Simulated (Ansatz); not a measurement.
# ZnAu: pressure series

Consider ZnAu in the CsCl type structure (space group Pm-3m, No. 221).

```
ZnAu
1.0
    3.18677     0.00000     0.00000
    0.00000     3.18677     0.00000
    0.00000     0.00000     3.18677
Zn Au
1 1
Cartesian
  1.59339   1.59339   1.59339
  0.00000   0.00000   0.00000
```

Cell and atoms are relaxed at each pressure.

Levels (all Ansatz, a first-principles code, PAW): PBE (420 eV, scalar-relativistic without spin-orbit coupling); PBEsol (420 eV, without spin-orbit coupling).

The base cell above is that of PBE; each level relaxes its own structures.

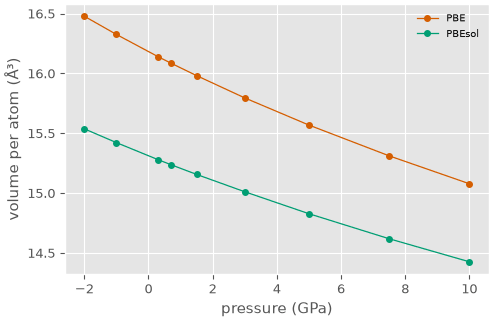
Volume per atom under two levels

Problem. How do the two levels compare along the series?

Solution. PBE lies above PBEsol in every row, by 0.65 Å³ to 0.94 Å³. They put the cases in the same order.

Load acts through the strain it causes; cell and atoms are relaxed under it. No phonon test of stability was made. No other phases were tried under pressure.
